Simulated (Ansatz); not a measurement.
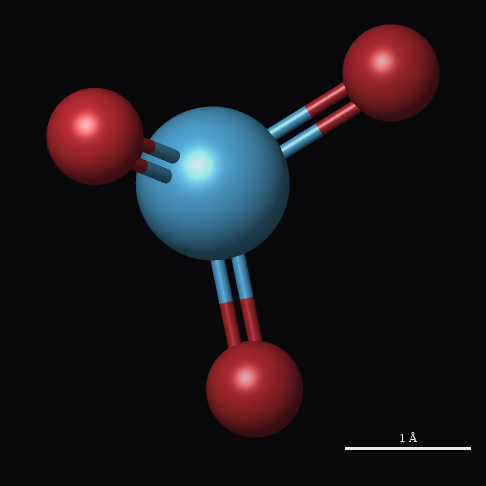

Ball-and-stick drawing of a structure. Multiple sticks mark multiple bonds (one Kekulé form). Colours: oxygen red, molybdenum blue.

The species is neutral and a spin singlet. Computed geometry: PBE0-D4/def2-TZVP optimisation.

Which formula does it have?

Answer. MoO₃, 4 atoms: 1 molybdenum and 3 oxygen.

How many bonds of each kind are drawn?

Answer. 3 Mo–O.

How many sets of symmetry-equivalent atoms are there?

Answer. 2: 3 O, 1 Mo.

What is the point group of this geometry?

Answer. C3v.

The parts below concern this one geometry. Atoms keep their numbers from picture to picture.

### Vibrations

Harmonic vibrations computed with RKS PBE0-D4/def2-TZVP, core potentials on Mo (Ansatz 0.2.0) at a stationary point of the same level.

List the wavenumbers.

Answer. 6 modes: 259, 346, 346, 1002, 1002, 1046 cm⁻¹.

### Electronic properties

Properties computed with RKS ωB97M-V/def2-TZVPP, core potentials on Mo (Ansatz 0.2.0).

Computed properties:

- dipole moment: 5.05 D
- HOMO energy (Kohn–Sham orbital): −11.41 eV
- LUMO energy (Kohn–Sham orbital): −2.94 eV
- HOMO–LUMO gap: 8.47 eV
- vertical ionisation energy: 11.42 eV

### Charges

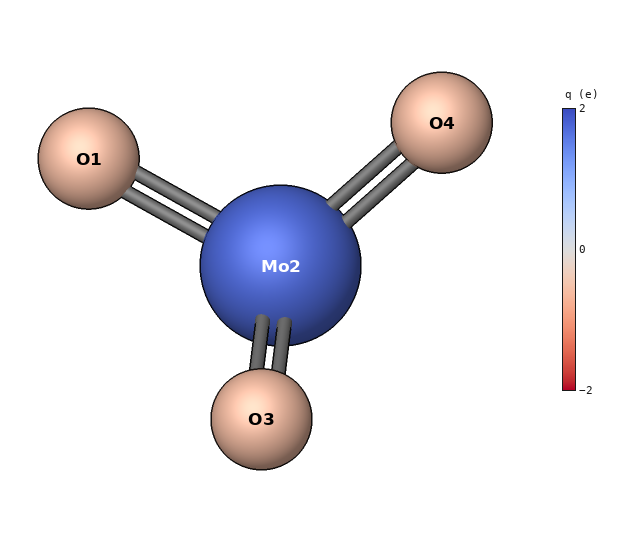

Atoms are coloured by their Mulliken charges. Level of theory: RKS PBE0-D4/def2-TZVP, core potentials on Mo (Ansatz 0.2.0).

List the Mulliken charges.

```json
{"atom": "O1", "value (e)": "−0.57"}
{"atom": "Mo2", "value (e)": "1.71"}
{"atom": "O3", "value (e)": "−0.57"}
{"atom": "O4", "value (e)": "−0.57"}
```

Mulliken values depend strongly on the basis set and can even reverse the polarity of a bond.
